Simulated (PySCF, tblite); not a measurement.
# C₅H₇F: geometry, infrared bands, NMR shifts and spin-spin couplings

Aim: predict the infrared bands, NMR shifts and spin-spin couplings of C₅H₇F (`C=C=C[C@@H](C)F`).

The runs use tblite 0.8.0 and PySCF 2.14.0, with density-fitted response routines of our own; the level of theory stands in each step. All values are computed, except where a source is named. Atoms count from 0, in the outputs and in this text.

**1. Starting geometry**

13 atoms, charge 0, multiplicity 1; geometry from: force field or distance geometry start.

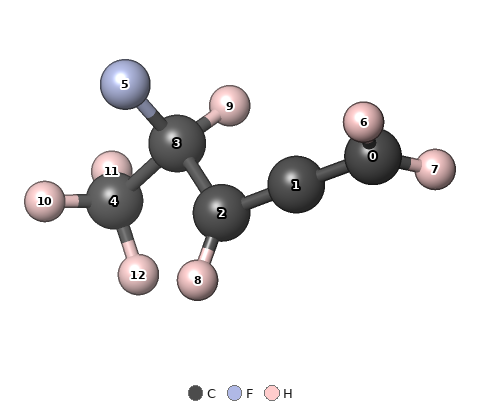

As it starts; carbon dark grey, fluorine light blue, hydrogen pink, atoms numbered.

**2. Geometry optimisation with GFN2-xTB**

Job settings and geometry (Å):

```
{"job": {"kind": "relax", "xc": "GFN2-xTB", "basis": "xTB"}, "charge": 0, "multiplicity": 1}
C      2.780500    -0.017300    -0.149300
C      1.508400    -0.055600     0.209900
C      0.267600    -0.101400     0.567700
C     -0.706800     0.338100    -0.485300
C     -2.044200    -0.251900    -0.046800
F     -0.777600     1.695200    -0.475500
H      3.276700     0.905300     0.031900
H      3.162600    -0.894500    -0.590600
H      0.033200    -0.427700     1.542000
H     -0.418500    -0.042800    -1.485500
H     -2.565500     0.517300     0.551800
H     -2.658700    -0.553200    -0.923300
H     -1.862000    -1.111000     0.651600
```

On the command line:

```
> OMP_NUM_THREADS=1 python probes_run.py task.json out
```

This one command runs all jobs of the session in turn.

The program printed:

```text
step      E/eV     max force
  0    -514.71857    2.943
  1    -514.84097    3.659
  2    -514.90571    2.429
  3    -514.96097    0.648
  4    -514.99411    0.534
  5    -515.05014    0.743
  6    -515.06623    0.393
  7    -515.07993    0.302
  8    -515.08667    0.292
  9    -515.09192    0.234
 10    -515.09557    0.170
 11    -515.09902    0.163
 12    -515.10220    0.186
 13    -515.10539    0.159
 14    -515.10858    0.167
 15    -515.11178    0.141
 16    -515.11444    0.150
 17    -515.11623    0.120
 18    -515.11748    0.092
 19    -515.11863    0.106
 20    -515.11993    0.123
 21    -515.12135    0.103
 22    -515.12288    0.119
 23    -515.12471    0.145
 24    -515.12735    0.189
 25    -515.13114    0.217
 26    -515.13571    0.277
 27    -515.14072    0.263
 28    -515.14514    0.208
 29    -515.15006    0.199
 30    -515.15623    0.249
 31    -515.16139    0.267
 32    -515.16488    0.350
 33    -515.17027    0.159
 34    -515.17249    0.137
 35    -515.17600    0.163
 36    -515.17827    0.174
 37    -515.18120    0.126
 38    -515.18271    0.090
 39    -515.18377    0.103
 40    -515.18464    0.106
 41    -515.18561    0.088
 42    -515.18668    0.076
 43    -515.18725    0.072
 44    -515.18785    0.061
 45    -515.18825    0.057
 46    -515.18855    0.042
 47    -515.18884    0.045
 48    -515.18919    0.069
 49    -515.18953    0.075
 50    -515.18978    0.045
 51    -515.18997    0.038
 52    -515.19016    0.053
 53    -515.19037    0.066
 54    -515.19052    0.046
 55    -515.19062    0.022
 56    -515.19071    0.033
 57    -515.19087    0.073
 58    -515.19113    0.104
 59    -515.19145    0.096
 60    -515.19176    0.051
 61    -515.19206    0.054
 62    -515.19246    0.098
 63    -515.19304    0.147
 64    -515.19375    0.145
 65    -515.19446    0.109
 66    -515.19528    0.113
 67    -515.19656    0.195
 68    -515.19876    0.283
 69    -515.20129    0.216
 70    -515.20288    0.186
 71    -515.20329    0.127
 72    -515.20454    0.129
 73    -515.20548    0.070
 74    -515.20629    0.093
 75    -515.20835    0.193
 76    -515.20942    0.145
 77    -515.21025    0.139
 78    -515.21079    0.058
 79    -515.21123    0.054
 80    -515.21157    0.110
 81    -515.21180    0.054
 82    -515.21205    0.068
 83    -515.21216    0.028
 84    -515.21225    0.033
 85    -515.21235    0.060
 86    -515.21252    0.084
 87    -515.21269    0.053
 88    -515.21286    0.039
 89    -515.21297    0.043
 90    -515.21305    0.043
 91    -515.21311    0.038
 92    -515.21317    0.015
 93    -515.21321    0.018
 94    -515.21326    0.027
 95    -515.21332    0.026
 96    -515.21340    0.022
 97    -515.21351    0.025
 98    -515.21365    0.032
 99    -515.21375    0.028
100    -515.21381    0.019
101    -515.21385    0.012
102    -515.21387    0.016
103    -515.21388    0.009
```

Run time: 0.72 s. Hardware: 1 thread of Arm Neoverse N1, shared host.

Step by step: (not every step is listed)

```csv
step,energy from step 0 (eV),largest force (eV/Å)
0,0.0000,2.9434
1,-0.1224,3.6594
2,-0.1871,2.4291
3,-0.2424,0.6480
4,-0.2755,0.5336
5,-0.3316,0.7430
6,-0.3477,0.3934
7,-0.3614,0.3015
8,-0.3681,0.2922
17,-0.3977,0.1202
26,-0.4171,0.2767
35,-0.4574,0.1634
44,-0.4693,0.0610
53,-0.4718,0.0665
62,-0.4739,0.0977
71,-0.4847,0.1269
80,-0.4930,0.1099
89,-0.4944,0.0430
98,-0.4951,0.0322
99,-0.4952,0.0284
100,-0.4952,0.0193
101,-0.4953,0.0124
102,-0.4953,0.0157
103,-0.4953,0.0088
```

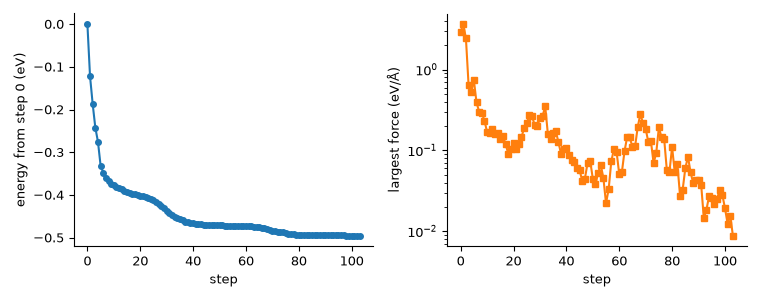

Energy and force, step by step.

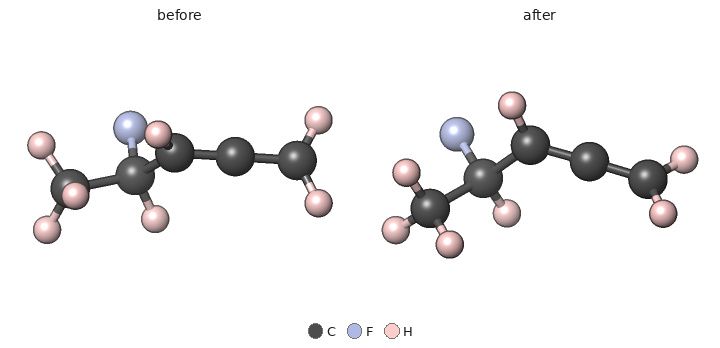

Before and after, at one scale.

Distances of close pairs at the start and the end, largest changes first:

```csv
bond,before (Å),after (Å),change (Å)
C4–H12,1.122,1.086,-0.036
C3–F5,1.359,1.390,+0.031
C0–C1,1.322,1.293,-0.029
C2–H8,1.054,1.082,+0.028
C0–H7,1.054,1.078,+0.025
C4–H11,1.112,1.087,-0.025
C4–H10,1.105,1.088,-0.018
C0–H6,1.063,1.078,+0.015
```

The next job starts from the end point, and lists it.

**3. Vibrational analysis with GFN2-xTB**

Job settings and geometry (Å):

```
{"job": {"kind": "ir", "xc": "GFN2-xTB", "basis": "xTB"}, "charge": 0, "multiplicity": 1}
C      2.718875    -0.289845    -0.097812
C      1.524330     0.070668     0.240911
C      0.316388     0.412519     0.566500
C     -0.815283     0.512488    -0.419002
C     -1.924296    -0.483108    -0.105064
F     -1.346304     1.795479    -0.361793
H      3.465820     0.431022    -0.388248
H      3.024082    -1.324067    -0.093055
H      0.061714     0.659868     1.588197
H     -0.449428     0.387830    -1.446023
H     -2.295777    -0.321566     0.904408
H     -2.746632    -0.355489    -0.805001
H     -1.537874    -1.495312    -0.185488
```

The program printed:

```text
mode    cm-1     km/mol
  1      42.5      0.88
  2     146.2      0.02
  3     193.3      0.01
  4     284.0      1.14
  5     314.5      3.36
  6     350.2      8.37
  7     431.3      4.66
  8     526.8      3.21
  9     589.8      6.79
 10     844.0     27.89
 11     848.2     26.08
 12     886.1     30.57
 13     926.0     21.60
 14     966.0      2.50
 15    1061.5     52.56
 16    1082.1     22.71
 17    1112.9     46.16
 18    1162.4      6.66
 19    1242.3     12.42
 20    1285.1     11.01
 21    1331.6     15.00
 22    1394.3      9.10
 23    1439.1      0.65
 24    1474.2      2.34
 25    1485.2      4.59
 26    2097.7    145.67
 27    2913.8     38.12
 28    3041.2     17.45
 29    3044.6     16.93
 30    3051.9     18.03
 31    3053.3     21.43
 32    3077.0     11.26
 33    3087.0     11.40
```

It took 0.41 s on 1 thread of Arm Neoverse N1, shared host.

The strongest bands and the atoms that carry them (share of the mass-weighted mode):

```csv
cm⁻¹,km/mol,atoms
844,27.9,"H7 45 %, C0 15 %, H6 13 %, H8 12 %"
848,26.1,"H8 47 %, H6 33 %"
886,30.6,"F5 17 %, H12 16 %, C3 15 %, C4 13 %"
1062,52.6,"C3 32 %, H12 13 %, H9 13 %, C4 11 %"
1082,22.7,"C3 31 %, H10 18 %, C4 15 %, H8 13 %"
1113,46.2,"C3 31 %, C4 16 %, H12 10 %"
2098,145.7,"C1 67 %, C2 16 %, C0 15 %"
2914,38.1,H9 93 %
```

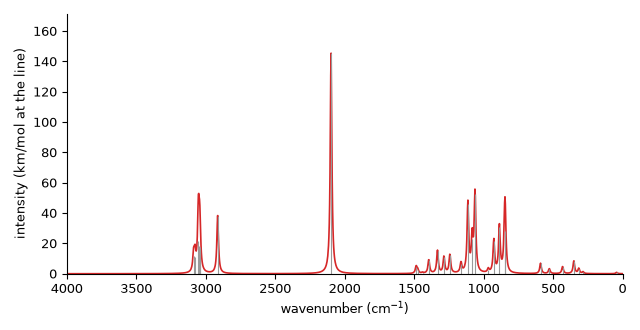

The infrared spectrum from these modes, unscaled. Lines are broadened to a width of 14 cm⁻¹ (Lorentzian).

**4. Nuclear shieldings: PBE0/pcSseg-1**

The job, as its differences from that of step 3:

```diff
@@ -1,2 +1,2 @@
-{"job": {"kind": "ir", "xc": "GFN2-xTB", "basis": "xTB"}, "charge": 0, "multiplicity": 1}
+{"job": {"kind": "nmr", "xc": "PBE0", "basis": "pcSseg-1"}, "charge": 0, "multiplicity": 1}
 C      2.718875    -0.289845    -0.097812
```

With the program's defaults for keys left out, this is: GIAO PBE0/pcSseg-1 NMR shielding, non-relativistic, gas phase.

The program printed:

```text
coarse grid: 10856 points
cycle   1  E = -294.0562814274  dE =  6.727e-01  |g| = 5.318e-01  |ddm| = 3.285e+00
cycle   2  E = -294.0353973979  dE =  2.088e-02  |g| = 6.856e-01  |ddm| = 9.379e-01
cycle   3  E = -294.1109708159  dE = -7.557e-02  |g| = 8.169e-02  |ddm| = 5.614e-01
cycle   4  E = -294.1122355356  dE = -1.265e-03  |g| = 2.632e-02  |ddm| = 8.951e-02
cycle   5  E = -294.1123759772  dE = -1.404e-04  |g| = 1.001e-02  |ddm| = 2.933e-02
cycle   6  E = -294.1124004375  dE = -2.446e-05  |g| = 2.722e-03  |ddm| = 9.571e-03
cycle   7  E = -294.1124022851  dE = -1.848e-06  |g| = 5.826e-04  |ddm| = 2.365e-03
final grid: 105248 points
cycle   8  E = -294.1556678543  dE = -3.023e-05  |g| = 7.478e-03  |ddm| = 2.689e-02
cycle   9  E = -294.1556630142  dE =  4.840e-06  |g| = 9.393e-03  |ddm| = 1.345e-02
cycle  10  E = -294.1556809946  dE = -1.798e-05  |g| = 1.299e-03  |ddm| = 7.643e-03
cycle  11  E = -294.1556812861  dE = -2.915e-07  |g| = 1.824e-04  |ddm| = 1.100e-03
cycle  12  E = -294.1556812899  dE = -3.833e-09  |g| = 1.210e-04  |ddm| = 2.147e-04
cycle  13  E = -294.1556812936  dE = -3.741e-09  |g| = 2.024e-05  |ddm| = 1.091e-04
cycle  14  E = -294.1556812937  dE = -9.794e-11  |g| = 5.999e-06  |ddm| = 2.333e-05
converged SCF energy = -294.1556812937

GIAO shielding tensors (ppm)
atom      isotropic    diamagn.    paramagn.     s11        s22        s33       span
  0 C      107.491     261.083    -153.592     19.647    131.436    171.390    151.743
  1 C      -33.174     263.849    -297.023    -64.448    -43.851      8.777     73.226
  2 C       88.470     259.015    -170.546      5.216    113.944    146.249    141.033
  3 C       93.307     243.621    -150.314     60.628     76.174    143.119     82.491
  4 C      161.185     249.606     -88.421    141.257    158.015    184.282     43.025
  5 F      363.837     472.992    -109.155    342.226    366.114    383.171     40.945
  6 H       26.654      28.802      -2.148     24.704     25.196     30.063      5.359
  7 H       26.752      30.572      -3.819     24.733     25.344     30.180      5.447
  8 H       26.193      31.060      -4.867     24.500     25.634     28.443      3.943
  9 H       26.472      31.145      -4.673     24.495     25.773     29.150      4.655
 10 H       30.184      30.080       0.104     27.200     28.693     34.659      7.459
 11 H       29.948      28.854       1.093     26.302     27.429     36.112      9.810
 12 H       30.636      30.654      -0.019     26.859     28.904     36.144      9.285
```

Run time: 23 s. Hardware: 1 thread of Arm Neoverse N1, shared host; peak memory 0.64 GiB.

Shifts follow as δ = σ(reference) − σ, with reference shieldings (ppm) from runs at the same level and on the same kind of geometry: ¹H TMS 31.72, ¹³C TMS 186.9, ¹⁹F CFCl3 170.9. The references are single molecules in the gas phase, so shifts against H2O, NH3, PH3, H3PO4 or CFCl3 are not on the usual liquid scales and can be off by tens of ppm. Atoms listed in one row are averaged.

```csv
atoms,environment,σ (ppm),δ (ppm),δ scaled to CDCl3
C1,central carbon of an allene,-33.2,220.1,212.9
C2,terminal carbon of a cumulated C=C=C unit,88.5,98.5,94.2
C3,allylic sp3 CH bonded to F,93.3,93.6,89.5
C0,terminal carbon of a cumulated C=C=C unit,107.5,79.4,75.6
C4,methyl carbon,161.2,25.7,23.2
H8,hydrogen on a terminal carbon of a cumulated C=C=C unit,26.19,5.52,5.31
H9,hydrogen on an allylic sp3 CH bonded to F,26.47,5.24,5.05
"H6, H7",hydrogen on a terminal carbon of a cumulated C=C=C unit,26.70,5.01,4.83
"H10, H11, H12",hydrogen on a methyl carbon,30.26,1.46,1.48
F5,fluorine on an sp3 carbon,363.8,-192.9,–
```

The scaled column applies a straight-line fit of computed shieldings to shifts measured in CDCl3, and one for carbons that bear F (root-mean-square error 0.16 ppm for H, 1.9 ppm for C).

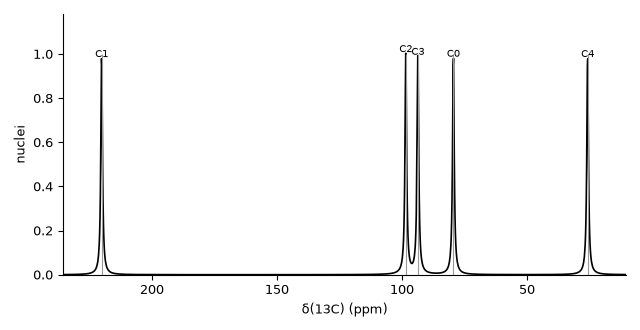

¹³C lines at the computed shifts, without couplings. Lines are broadened to a width of 0.78 ppm (Lorentzian).

The run also stored atomic charges by several schemes (e):

```csv
atoms,Mulliken,IAO,Hirshfeld,ESP fit
C0,-0.14,-0.36,-0.11,-0.57
C1,-0.11,0.04,0.01,0.21
C2,-0.22,-0.22,-0.07,-0.50
C3,0.16,0.19,0.07,0.59
C4,-0.26,-0.44,-0.13,-0.53
F5,-0.34,-0.33,-0.13,-0.31
```

IAO charges:

C0 -0.36; C1 0.04; C2 -0.22; C3 0.19; C4 -0.44; F5 -0.33; H6 0.18; H7 0.17; H8 0.17; H9 0.14; H10 0.15; H11 0.15; H12 0.15

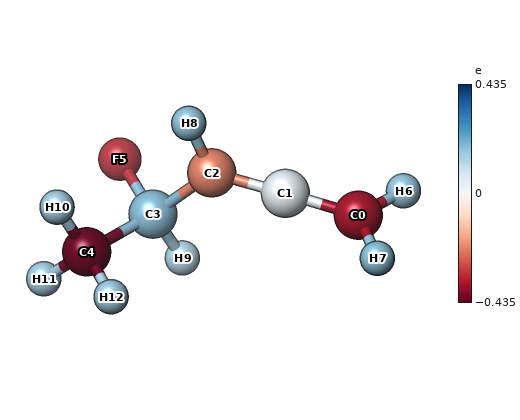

IAO charges, as colours on the atoms.

Mayer bond orders: C0–C1 2.08, C1–C2 1.86, C2–C3 1.03, C3–C4 1.03, C3–F5 0.86.

**5. Indirect couplings: B3LYP/pcJ-1**

The job, as its differences from that of step 4:

```diff
@@ -1,2 +1,2 @@
-{"job": {"kind": "nmr", "xc": "PBE0", "basis": "pcSseg-1"}, "charge": 0, "multiplicity": 1}
+{"job": {"kind": "j", "xc": "B3LYP", "basis": "pcJ-1"}, "charge": 0, "multiplicity": 1}
 C      2.718875    -0.289845    -0.097812
```

Method: B3LYP/pcJ-1 indirect spin-spin coupling, non-relativistic, gas phase.

The program printed:

```text
coarse grid: 10856 points
cycle   1  E = -294.4220139386  dE =  6.017e-01  |g| = 5.925e-01  |ddm| = 2.994e+00
cycle   2  E = -294.3846533585  dE =  3.736e-02  |g| = 8.032e-01  |ddm| = 1.004e+00
cycle   3  E = -294.4876169522  dE = -1.030e-01  |g| = 1.025e-01  |ddm| = 5.969e-01
cycle   4  E = -294.4893954270  dE = -1.778e-03  |g| = 3.930e-02  |ddm| = 1.043e-01
cycle   5  E = -294.4897040374  dE = -3.086e-04  |g| = 1.217e-02  |ddm| = 3.663e-02
cycle   6  E = -294.4897389322  dE = -3.489e-05  |g| = 3.639e-03  |ddm| = 1.115e-02
cycle   7  E = -294.4897421541  dE = -3.222e-06  |g| = 8.372e-04  |ddm| = 2.985e-03
final grid: 105248 points
cycle   8  E = -294.5423644686  dE = -1.265e-04  |g| = 7.072e-03  |ddm| = 1.967e-02
cycle   9  E = -294.5423568390  dE =  7.630e-06  |g| = 9.804e-03  |ddm| = 1.131e-02
cycle  10  E = -294.5423743520  dE = -1.751e-05  |g| = 1.100e-03  |ddm| = 6.879e-03
cycle  11  E = -294.5423745170  dE = -1.649e-07  |g| = 4.567e-04  |ddm| = 1.077e-03
cycle  12  E = -294.5423745530  dE = -3.607e-08  |g| = 1.054e-04  |ddm| = 3.132e-04
cycle  13  E = -294.5423745558  dE = -2.757e-09  |g| = 2.525e-05  |ddm| = 9.610e-05
cycle  14  E = -294.5423745559  dE = -1.489e-10  |g| = 9.093e-06  |ddm| = 2.594e-05
converged SCF energy = -294.5423745559

Indirect spin-spin couplings (Hz)
  i      j    bonds     total        FC       PSO       DSO        SD
  0 C    1 C    1    112.054   119.807    -7.892     0.139         -
  0 C    2 C    2      8.653     9.309    -0.512    -0.145         -
  0 C    3 C    3      4.137     4.049     0.128    -0.040         -
  0 C    4 C    4     -0.776    -0.777     0.049    -0.047         -
  0 C    5 F    4     -2.811    -3.158     0.846    -0.225    -0.274
  0 C    6 H    1    174.636   173.326     0.747     0.563         -
  0 C    7 H    1    174.430   173.104     0.761     0.564         -
  0 C    8 H    3      7.234     7.235     0.450    -0.451         -
  0 C    9 H    4     -0.406    -0.403     0.029    -0.031         -
  0 C   11 H    5     -0.346    -0.333     0.224    -0.237         -
  0 C   12 H    5     -0.174    -0.147     0.043    -0.070         -
  1 C    2 C    1    112.885   120.587    -7.901     0.200         -
  1 C    3 C    2      2.340     2.356    -0.030     0.014         -
  1 C    4 C    3      3.284     3.174     0.150    -0.040         -
  1 C    5 F    3      9.660     9.879     1.259    -0.227    -1.251
  1 C    6 H    2     -3.267    -1.643    -1.087    -0.537         -
  1 C    7 H    2     -4.150    -2.545    -1.065    -0.541         -
  1 C    8 H    2     -1.457     0.026    -1.055    -0.428         -
  1 C    9 H    3      4.081     4.245    -0.334     0.170         -
  1 C   11 H    4      0.825     0.837     0.297    -0.309         -
  2 C    3 C    1     52.505    53.558    -1.339     0.285         -
  2 C    4 C    2      0.941     1.091    -0.174     0.024         -
  2 C    5 F    2     23.712    25.466    -2.464     0.026     0.683
  2 C    6 H    3      8.147     8.140     0.423    -0.416         -
  2 C    7 H    3      8.175     8.165     0.418    -0.409         -
  2 C    8 H    1    173.957   172.570     0.422     0.966         -
  2 C    9 H    2      0.607     0.846    -0.175    -0.065         -
  2 C   10 H    3      4.773     4.781    -0.120     0.112         -
  2 C   11 H    3      9.519     9.557     0.379    -0.417         -
  2 C   12 H    3      0.412     0.382    -0.055     0.086         -
  3 C    4 C    1     39.550    40.302    -0.990     0.238         -
  3 C    5 F    1   -226.281  -274.298    24.753     0.818    22.447
  3 C    6 H    4     -3.914    -3.911     0.156    -0.160         -
  3 C    7 H    4     -4.171    -4.165     0.141    -0.147         -
  3 C    8 H    2     -5.141    -5.002    -0.051    -0.088         -
  3 C    9 H    1    159.386   158.791    -0.624     1.218         -
  3 C   10 H    2     -6.730    -6.638    -0.055    -0.038         -
  3 C   11 H    2     -5.628    -5.498    -0.084    -0.046         -
  3 C   12 H    2      1.636     1.619     0.017     0.001         -
  4 C    5 F    2     25.303    26.248    -1.704    -0.080     0.839
  4 C    6 H    5      2.241     2.257     0.208    -0.224         -
  4 C    7 H    5      2.658     2.666     0.102    -0.110         -
  4 C    8 H    3      2.937     2.946     0.026    -0.035         -
  4 C    9 H    2      0.574     0.710     0.023    -0.159         -
  4 C   10 H    1    135.023   133.261     1.059     0.703         -
  4 C   11 H    1    134.907   133.153     1.077     0.676         -
  4 C   12 H    1    132.085   130.275     1.140     0.670         -
  5 F    6 H    5     12.335    12.273     0.838    -0.568    -0.208
  5 F    7 H    5     10.300    10.318     1.063    -0.962    -0.119
  5 F    8 H    3      7.728     6.463     1.460    -0.193    -0.001
  5 F    9 H    2     55.031    51.049     8.516    -0.908    -3.626
  5 F   10 H    3      9.050     8.191     1.499    -0.275    -0.366
  5 F   11 H    3      5.343     4.389     1.577    -0.195    -0.427
  5 F   12 H    3     46.468    47.827     0.893    -2.093    -0.159
  6 H    7 H    2    -15.588   -15.880     3.990    -3.698         -
  6 H    8 H    4     -8.315    -8.179     1.259    -1.395         -
  6 H    9 H    5      0.456     0.521     0.205    -0.270         -
  6 H   10 H    6     -0.231    -0.145     0.838    -0.924         -
  6 H   11 H    6      1.161     1.238     0.817    -0.895         -
  6 H   12 H    6      0.295     0.374     0.656    -0.736         -
  7 H    8 H    4     -8.271    -8.135     1.263    -1.399         -
  7 H    9 H    5      0.585     0.652     0.296    -0.363         -
  7 H   10 H    6     -0.221    -0.146     0.545    -0.620         -
  7 H   11 H    6      1.390     1.458     0.656    -0.724         -
  7 H   12 H    6      0.311     0.349    -0.168     0.130         -
  8 H    9 H    3     10.075    10.172     2.732    -2.829         -
  8 H   10 H    4     -0.215    -0.288    -1.116     1.189         -
  9 H   10 H    3     13.544    13.677     2.711    -2.844         -
  9 H   11 H    3      4.502     4.579     0.240    -0.317         -
  9 H   12 H    3      1.948     2.005     0.292    -0.349         -
 10 H   11 H    2    -12.836   -12.963     2.674    -2.547         -
 10 H   12 H    2    -14.025   -14.153     2.730    -2.602         -
 11 H   12 H    2    -14.034   -14.150     2.807    -2.690         -
```

Wall time 61 s (1 thread of Arm Neoverse N1, shared host); peak memory 0.89 GiB.

A choice of the couplings up to four bonds, sorted by the number of bonds, with means over like pairs; isotopes 13C, 19F, 1H:

```csv
pair,bonds,J (Hz),Fermi contact (Hz),dihedral (°)
C3–F5,1,-226.3,-274.3,–
C0–H6,1,174.5,173.2,–
C2–H8,1,174.0,172.6,–
C3–H9,1,159.4,158.8,–
C4–H10,1,134.0,132.2,–
C1–C2,1,112.9,120.6,–
C0–C1,1,112.1,119.8,–
C2–C3,1,52.5,53.6,–
C3–C4,1,39.5,40.3,–
F5–H9,2,55.0,51.0,–
C4–F5,2,25.3,26.2,–
C2–F5,2,23.7,25.5,–
H6–H7,2,-15.6,-15.9,–
H10–H11,2,-13.6,-13.8,–
C0–C2,2,8.7,9.3,–
C3–H8,2,-5.1,-5.0,–
C1–H6,2,-3.7,-2.1,–
C3–H10,2,-3.6,-3.5,–
F5–H10,3,20.3,20.1,–
H8–H9,3,10.1,10.2,172
C1–F5,3,9.7,9.9,-123
C2–H6,3,8.2,8.2,–
F5–H8,3,7.7,6.5,56
C0–H8,3,7.2,7.2,–
H9–H10,3,6.7,6.8,–
C2–H10,3,4.9,4.9,–
C0–C3,3,4.1,4.0,–
H6–H8,4,-8.3,-8.2,–
C3–H6,4,-4.0,-4.0,–
C0–F5,4,-2.8,-3.2,–
```

The spin-dipole term was solved for some atoms only; pairs without it lack that part.

Shifts (PBE0/pcSseg-1, scaled to CDCl3) and these couplings together give the proton spectrum at 400 MHz below. H–H couplings in it are scaled by factors fitted to measured ones, so they differ from the table.

¹H NMR δ 5.31 (m, 1H), 5.05 (m, 1H), 4.83 (dd, J = 11.3, 8.3 Hz, 2H), 1.48 (dd, J = 20.3, 6.1 Hz, 3H). The letters are first-order; like nuclei with unlike couplings give more lines.

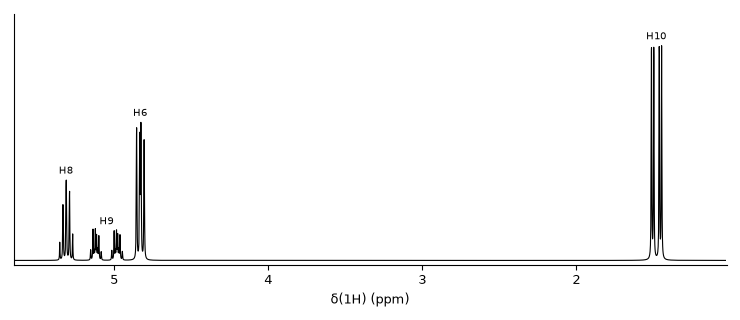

Simulated proton spectrum at 400 MHz, by exact diagonalisation of each spin system; lines 1.2 Hz wide, exchangeable protons uncoupled.

**6. Summary of results**

| quantity | value |
| --- | --- |
| strongest single infrared mode (GFN2-xTB) | 2098 cm⁻¹, 146 km/mol |
| zero-point energy (GFN2-xTB) | 64.0 kcal/mol |
| ¹³C shifts against TMS (PBE0/pcSseg-1) | 220.1, 98.5, 93.6, 79.4, 25.7 ppm |
| ¹H shifts against TMS (PBE0/pcSseg-1, means over atoms taken as alike) | 5.52, 5.24, 5.01, 1.46 ppm |
| ¹⁹F shifts against CFCl3 (PBE0/pcSseg-1) | -192.9 ppm |
| largest coupling of the table (B3LYP/pcJ-1) | ¹J(C,F) C3–F5, -226.3 Hz |

Relaxing lowered the energy by 0.495 eV in 103 steps; the close pair that moved most is C4–H12, from 1.122 to 1.086 Å. All 33 modes are real, so the xTB geometry is a minimum. The strongest single mode, at 2098 cm⁻¹, moves mainly C1. Unscaled tight-binding wavenumbers are off by several per cent, some by more. Its intensities can rank the bands wrongly. C1 (central carbon of an allene) lies farthest downfield among carbon, at 220.1 ppm; the central sp carbon of an allene is among the most deshielded carbons of hydrocarbons. At PBE0/pcSseg-1: The widest tensor belongs to C0: span 152 ppm, with a paramagnetic part of -154 ppm. Of the pairs tabulated at B3LYP/pcJ-1, C3–F5 couples most strongly (-226.3 Hz; Fermi contact -274.3 Hz). Couplings across rotatable bonds belong to this one conformer; where others are populated, the observed values are averages.
